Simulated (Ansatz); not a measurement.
LiF (rock salt), conventional cell a = b = c = 4.068 Å, α = β = γ = 90.00°. The calculation uses the primitive cell of 2 atoms, to which meshes and values per cell refer.

The volume is varied about the relaxed value V₀ at fixed cell shape. Symmetry pins the atoms to their sites.

All values below come from PBE (plane waves to 420 eV, PAW, scalar-relativistic; Ansatz, an electronic-structure program). k mesh 14×14×14 (Γ-centred), Fermi-Dirac smearing 0.05 eV. E stands for the smeared free energy. LiF was relaxed with its symmetry unable to fall. ΔE is measured from the relaxed starting cell.

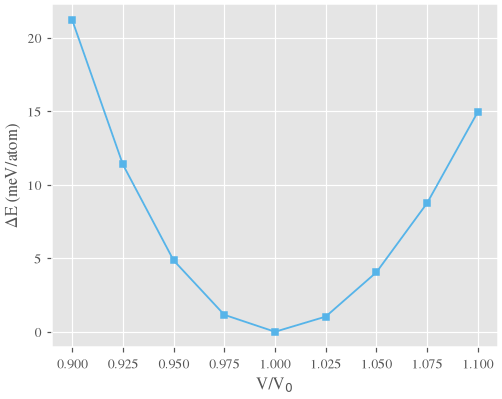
Figure. ΔE (meV/atom) against V/V₀; one marker a computed point.

The pressure for 5 % compression (fit) is 3.8 GPa and the bulk modulus B₀ (third-order Birch-Murnaghan fit) is 67.3 GPa. The pressure derivative B₀′ (fit) is 4.1 and the energy cost of the largest expansion comes out as 15.0 meV/atom. The pressure at the smallest volume is 8.82 GPa.

P = (3B₀/2)(x⁷ − x⁵)[1 + ¾(B₀′ − 4)(x² − 1)] with x = (1/0.95)^(1/3), B₀ = 67.3 GPa and B₀′ = 4.15.

(Under strain, the slope of the energy per volume gives the stress and its curvature an elastic modulus.)
